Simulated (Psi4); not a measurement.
# C2H5B (SMILES BC=C): FNO-CISD/cc-pCVDZ (sfX2C)

Aim: the energy difference between two shapes of C2H5B at FNO-CISD/cc-pCVDZ (sfX2C), from 2 runs. 

Program for the calculation: Psi4 1.11.

3 further runs of the same task are left out: 1 that didn't finish, 2 set aside as unsound or not needed.

## Step 1: The structure to begin with

C2H5B has 8 atoms, charge 0, and is taken as a singlet. As SMILES, `BC=C`. Geometry: relaxed at PBE0-D4/def2-TZVP.

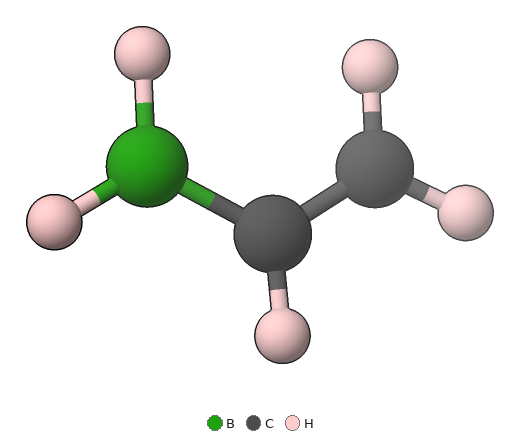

The structure, seen from a chosen angle (boron green, carbon dark grey, hydrogen pink).

## Step 2: A single-point energy at FNO-CISD/cc-pCVDZ (sfX2C)

c2h5b.xyz reads:

```xyz
8
C2H5B
B     -0.619200     0.876300    -0.693900
C      0.322000     0.273500     0.357500
C      0.459500    -1.054300     0.465500
H     -1.226400     0.135900    -1.414800
H     -0.762800     2.058300    -0.813400
H      0.897400     0.899500     1.037300
H     -0.092700    -1.722500    -0.189400
H      1.114300    -1.523800     1.195500
```

c2h5b.py reads:

```python
import psi4

psi4.set_memory(1600000000)
psi4.set_num_threads(1)
psi4.set_output_file('c2h5b.out', False)

with open('c2h5b.xyz') as f:
    atoms = ''.join(f.readlines()[2:])
geom = psi4.geometry('0 1\n' + atoms + 'no_reorient\nno_com')

psi4.set_options({
    'basis': 'cc-pCVDZ',
    'reference': 'rhf',
    'scf_type': 'pk',
    'freeze_core': True,
    'relativistic': 'x2c',
})

E, wfn = psi4.energy('fno-cisd', return_wfn=True)
print('E =', round(E, 9))
for k, v in sorted(psi4.core.scalar_variables().items()):
    print(f'{k:45s} {v:18.10f}')
```

Run with:

```console
$ python c2h5b.py
```

c2h5b.out:

```text
[...]
  Running in c1 symmetry.
[...]
  Nuclear repulsion =   58.087442208705703
[...]
  Multiplicity = 1
[...]
  Nalpha       = 11
  Nbeta        = 11
[...]
    Number of basis functions: 79
[...]
    WARNING: The X2C and Dirac Hamiltonians have substatially different eigenvalues!
             This is probably caused by the recontraction of the basis set.
[...]
   @RHF iter   1:  -103.27365057771883   -9.12777e-01   3.78779e-03 ADIIS/DIIS
[...]
   @RHF iter  11:  -103.33444738983874   -7.85860e-12   5.59859e-09 DIIS
[...]
    Orbital Energies [Eh]
    ---------------------
    Doubly Occupied:
       1A    -11.266576     2A    -11.221154     3A     -7.601909
       4A     -1.044808     5A     -0.803819     6A     -0.686462
       7A     -0.623305     8A     -0.560364     9A     -0.472864
      10A     -0.466389    11A     -0.389409
[...]
  @RHF Final Energy:  -103.33444738983874
   => Energetics <=
    Nuclear Repulsion Energy =             58.0874422087057027
    One-Electron Energy =                -252.5696621725751925
    Two-Electron Energy =                  91.1477725740307392
    Total Energy =                       -103.3344473898387434
[...]
 Multipole Moments:
 ------------------------------------------------------------------------------------
     Multipole            Electronic (a.u.)      Nuclear  (a.u.)        Total (a.u.)
 ------------------------------------------------------------------------------------
 L = 1.  Multiply by 2.5417464519 to convert [e a0] to [Debye]
 Dipole X            :         -2.6449710            2.8776749            0.2327040
 Dipole Y            :          0.5037370           -0.8615261           -0.3577892
 Dipole Z            :         -2.1734289            2.4258414            0.2524126
 Magnitude           :                                                    0.4958592
[...]
      * MP2 total energy:                   -103.687527671100
[...]
      * SCS-MP2 total energy:                 -103.692502615246
[...]
      * MP2 total energy:                     -103.687527671100
[...]
      * CISD total energy:                    -103.685596833569
[...]
```

The script printed:

```text
E = -103.685596834
CISD CORRELATION ENERGY                            -0.3511494437
CISD OPPOSITE-SPIN CORRELATION ENERGY              -0.2867003428
CISD SAME-SPIN CORRELATION ENERGY                  -0.0644490964
CISD TOTAL ENERGY                                -103.6855968336
CURRENT CORRELATION ENERGY                         -0.3511494437
CURRENT ENERGY                                   -103.6855968336
CURRENT REFERENCE ENERGY                         -103.3344473898
DD SOLVATION ENERGY                                 0.0000000000
HF KINETIC ENERGY                                 103.1683122487
HF POTENTIAL ENERGY                              -206.5027596385
HF TOTAL ENERGY                                  -103.3344473898
HF VIRIAL RATIO                                     2.0016103311
MP2 CORRELATION ENERGY                             -0.3530802813
MP2 DOUBLES ENERGY                                 -0.3530802813
MP2 OPPOSITE-SPIN CORRELATION ENERGY               -0.2773405365
MP2 SAME-SPIN CORRELATION ENERGY                   -0.0757397447
MP2 SINGLES ENERGY                                  0.0000000000
MP2 TOTAL ENERGY                                 -103.6875276711
NUCLEAR REPULSION ENERGY                           58.0874422087
ONE-ELECTRON ENERGY                              -252.5696621726
PCM POLARIZATION ENERGY                             0.0000000000
PE ENERGY                                           0.0000000000
SCF ITERATION ENERGY                             -103.3344473898
SCF ITERATIONS                                     11.0000000000
SCF TOTAL ENERGY                                 -103.3344473898
TWO-ELECTRON ENERGY                                91.1477725740
```

Wall time 6.3 s (1 thread of Intel Xeon 6975P-C (Granite Rapids), shared host); peak memory 0.47 GiB.

## Step 3: The distorted shape

calc.py reads:

```python
import psi4

psi4.set_memory(1600000000)
psi4.set_num_threads(1)
psi4.core.set_output_file('run.log', False)

molecule = psi4.geometry("""
0 1
B     -0.607979     0.867931    -0.777645
C      0.288450     0.263342     0.358332
C      0.488900    -0.959851     0.433471
H     -1.272809     0.170365    -1.412169
H     -0.796885     2.057742    -0.758768
H      0.941983     0.971772     1.004765
H     -0.141003    -1.798652    -0.171745
H      1.172064    -1.573905     1.103779
units angstrom
no_reorient
no_com
""")

options = {'basis': 'cc-pCVDZ', 'reference': 'rhf', 'scf_type': 'pk', 'freeze_core': True, 'relativistic': 'x2c'}
psi4.set_options(options)

result, w = psi4.energy('fno-cisd', molecule=molecule, return_wfn=True)
print(f'fno-cisd energy: {result:.10f} Eh')
for k, v in sorted(psi4.core.scalar_variables().items()):
    print(f'{k:45s} {v:18.10f}')
```

Run with:

```console
$ python calc.py
```

run.log:

```text
[...]
  Running in c1 symmetry.
[...]
  Nuclear repulsion =   58.443900624125931
[...]
  Multiplicity = 1
[...]
  Nalpha       = 11
  Nbeta        = 11
[...]
    Number of basis functions: 79
[...]
    WARNING: The X2C and Dirac Hamiltonians have substatially different eigenvalues!
             This is probably caused by the recontraction of the basis set.
[...]
   @RHF iter   1:  -103.22983830404073   -8.55390e-01   4.15130e-03 DIIS/ADIIS
[...]
   @RHF iter  12:  -103.30061439283618   -4.00746e-12   4.34923e-09 DIIS
[...]
    Orbital Energies [Eh]
    ---------------------
    Doubly Occupied:
       1A    -11.265188     2A    -11.219228     3A     -7.608467
       4A     -1.064687     5A     -0.777637     6A     -0.680908
       7A     -0.624017     8A     -0.545269     9A     -0.478607
      10A     -0.437935    11A     -0.411257
[...]
  @RHF Final Energy:  -103.30061439283618
   => Energetics <=
    Nuclear Repulsion Energy =             58.4439006241259307
    One-Electron Energy =                -253.2626346926730321
    Two-Electron Energy =                  91.5181196757109063
    Total Energy =                       -103.3006143928361809
[...]
 Multipole Moments:
 ------------------------------------------------------------------------------------
     Multipole            Electronic (a.u.)      Nuclear  (a.u.)        Total (a.u.)
 ------------------------------------------------------------------------------------
 L = 1.  Multiply by 2.5417464519 to convert [e a0] to [Debye]
 Dipole X            :         -2.6434136            2.8866606            0.2432469
 Dipole Y            :         -0.2455150           -0.0228222           -0.2683373
 Dipole Z            :         -1.1011758            1.1876078            0.0864320
 Magnitude           :                                                    0.3723499
[...]
      * MP2 total energy:                   -103.652840216298
[...]
      * SCS-MP2 total energy:                 -103.658112361367
[...]
      * MP2 total energy:                     -103.652840216298
[...]
      * CISD total energy:                    -103.651588351617
[...]
```

On the terminal:

```text
fno-cisd energy: -103.6515883516 Eh
CISD CORRELATION ENERGY                            -0.3509739588
CISD OPPOSITE-SPIN CORRELATION ENERGY              -0.2869518092
CISD SAME-SPIN CORRELATION ENERGY                  -0.0640221487
CISD TOTAL ENERGY                                -103.6515883516
CURRENT CORRELATION ENERGY                         -0.3509739588
CURRENT ENERGY                                   -103.6515883516
CURRENT REFERENCE ENERGY                         -103.3006143928
DD SOLVATION ENERGY                                 0.0000000000
HF KINETIC ENERGY                                 103.1894464251
HF POTENTIAL ENERGY                              -206.4900608180
HF TOTAL ENERGY                                  -103.3006143928
HF VIRIAL RATIO                                     2.0010773192
MP2 CORRELATION ENERGY                             -0.3522258235
MP2 DOUBLES ENERGY                                 -0.3522258235
MP2 OPPOSITE-SPIN CORRELATION ENERGY               -0.2770261854
MP2 SAME-SPIN CORRELATION ENERGY                   -0.0751996380
MP2 SINGLES ENERGY                                  0.0000000000
MP2 TOTAL ENERGY                                 -103.6528402163
NUCLEAR REPULSION ENERGY                           58.4439006241
ONE-ELECTRON ENERGY                              -253.2626346927
PCM POLARIZATION ENERGY                             0.0000000000
PE ENERGY                                           0.0000000000
SCF ITERATION ENERGY                             -103.3006143928
SCF ITERATIONS                                     12.0000000000
SCF TOTAL ENERGY                                 -103.3006143928
TWO-ELECTRON ENERGY                                91.5181196757
```

It took 6.3 s on 1 thread of Intel Xeon 6975P-C (Granite Rapids), shared host; peak memory 0.47 GiB.

## Step 4: Summary of results

Level: FNO-CISD/cc-pCVDZ (sfX2C), 3 core orbitals frozen.

| quantity | value |
| --- | --- |
| first shape: total energy | -103.68560 Eh |
| first shape: HOMO energy (Hartree–Fock orbitals) | -10.60 eV |
| first shape: LUMO energy (Hartree–Fock orbitals) | 1.84 eV |
| first shape: HOMO–LUMO gap (Hartree–Fock orbitals) | 12.44 eV |
| first shape: correlation energy (3 core orbitals frozen) | -351.1 mEh |
| distorted shape: total energy | -103.65159 Eh |
| distorted shape: HOMO energy (Hartree–Fock orbitals) | -11.19 eV |
| distorted shape: LUMO energy (Hartree–Fock orbitals) | 1.92 eV |
| distorted shape: HOMO–LUMO gap (Hartree–Fock orbitals) | 13.11 eV |
| distorted shape: correlation energy (3 core orbitals frozen) | -351.0 mEh |
| energy change with the atoms displaced | 0.925 eV |

With the atoms displaced the energy rises by 0.93 eV (89.3 kJ/mol). The first shape isn't relaxed at this level, so the change isn't measured from a minimum.
